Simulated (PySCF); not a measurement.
# C5H11NO, SMILES `C/C=N\C(C)OC`: electronic structure

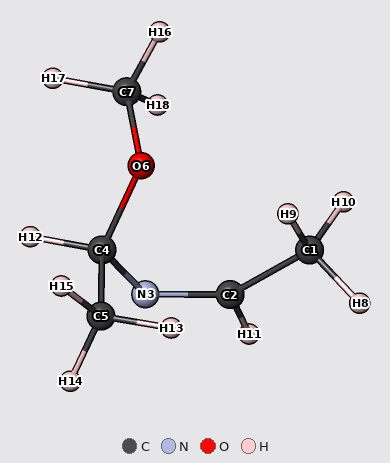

The molecule, with its atoms numbered as below. No frequency check shows the geometry to be a minimum.

Cartesian coordinates (Å):

```
C1      -1.9180    0.5601   -0.7489
C2      -1.6066   -0.1124    0.5511
N3      -0.5294   -0.5648    1.0110
C4       0.7373   -0.5694    0.3353
C5       0.8538   -1.8410   -0.5065
O6       1.0178    0.5327   -0.5088
C7       1.2604    1.7299    0.1845
H8      -2.7096    0.0028   -1.2492
H9      -1.0470    0.6209   -1.3936
H10     -2.2962    1.5635   -0.5533
H11     -2.4623   -0.2314    1.2149
H12      1.4912   -0.5966    1.1436
H13      0.1288   -1.8061   -1.3151
H14      0.6574   -2.7078    0.1170
H15      1.8529   -1.9067   -0.9268
H16      1.4658    2.4872   -0.5698
H17      2.1270    1.6289    0.8497
H18      0.3942    2.0344    0.7832
```

Part 1: Bonding charge

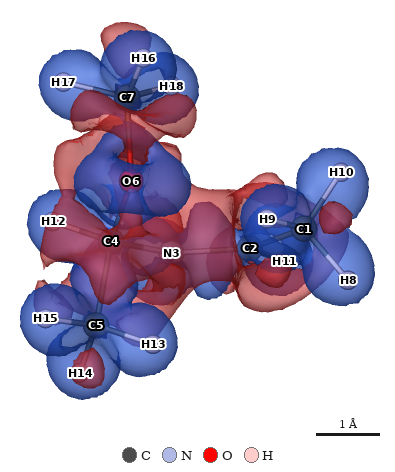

Deformation density (molecule less spherical, spin-averaged free atoms at the same positions), surfaces at ±0.06 e/Å³; blue: gain, red: loss.

Computed with PySCF, CAM-B3LYP/6-31+G*, geometry: GFN2-xTB.

Question: How much density has each bond gained at its critical point, relative to the free atoms?

Answer: The five largest and four smallest: C2–H11: +0.73 e/Å³ at the bond critical point (bond length 1.09 Å). C4–H12: +0.73 e/Å³ at the bond critical point (bond length 1.11 Å). C7–H16: +0.71 e/Å³ at the bond critical point (bond length 1.09 Å). C7–H18: +0.70 e/Å³ at the bond critical point (bond length 1.10 Å). C7–H17: +0.69 e/Å³ at the bond critical point (bond length 1.10 Å). C4–C5: +0.51 e/Å³ at the bond critical point (bond length 1.53 Å). N3–C4: +0.43 e/Å³ at the bond critical point (bond length 1.44 Å). C4–O6: +0.14 e/Å³ at the bond critical point (bond length 1.42 Å). O6–C7: +0.11 e/Å³ at the bond critical point (bond length 1.41 Å); up to 0.6 Å beside the axis the gain reaches +0.34 e/Å³. In all, 4.0 electrons gather in the regions of gain relative to the promolecule. A small or negative value marks a very polar bond, one between electron-rich atoms, whose free-atom densities already overlap strongly, a long bond to a heavier atom, or a closed-shell contact such as a hydrogen bond.

Question: Where do the Hirshfeld charges lie?

Answer: The highest Hirshfeld charge is on C4 (+0.08 e), the lowest on N3 (−0.20 e).

Part 2: Local ionisation energy

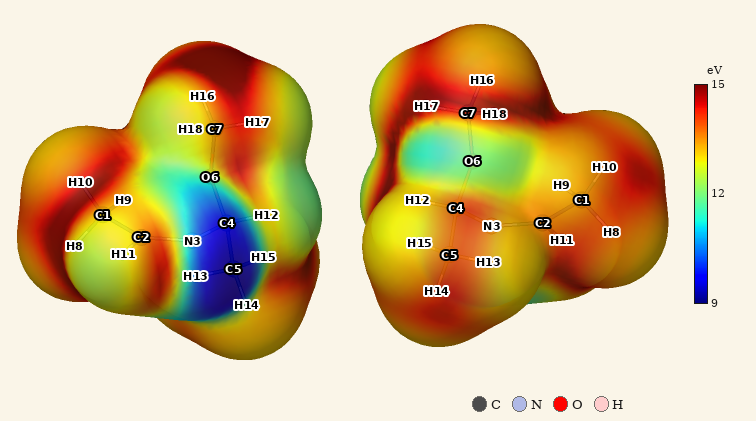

Average local ionisation energy on the surface of electron density 0.001 a.u. (back view left, front view right).

Question: Locate the minima of the map.

Answer: The lowest value is 9.4 eV, 2.0 Å from N3. Further minima include 11.3 eV, 1.9 Å from O6; 11.8 eV, 1.4 Å from H12; 12.3 eV, 1.4 Å from H11. For comparison, the highest occupied orbital lies at −8.2 eV.

Part 3: Excited states

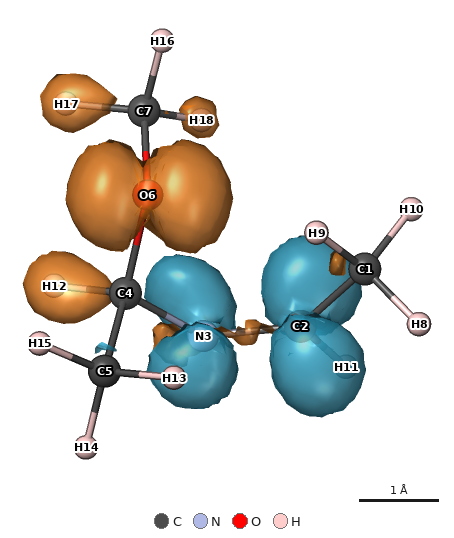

Unrelaxed difference density of S₂ less the ground state (TDA singlet states), ±0.05 e/Å³; light blue: gain, orange: loss.

Method: PBE0/cc-pVDZ; geometry: GFN2-xTB; program: PySCF. Without diffuse functions Rydberg states are missing, so the states' numbers hold for this basis only.

Question: How does the charge move on excitation?

Answer: 0.87 e is displaced in all, of which about 0.7 e passes between atoms: O6 (0.49 e) and C7 (0.07 e) lose electrons and C2 (0.35 e) and N3 (0.24 e) gain them. The state: 6.57 eV (189 nm), f = 0.012, charge transfer, whose energy this functional puts too low; the leading pair carries 100 %; hole on O6 (51 %), C4 and C7 (8 % each) and N3 (7 %), electron on C2 (37 %), N3 (31 %) and C1 (6 %); their centroids lie 2.0 Å apart.

The PySCF runs shown took 58 s and 12 min on 1 thread of Intel(R) Xeon(R) Processor @ 2.50GHz (Skylake/Cascade Lake), on a shared host.
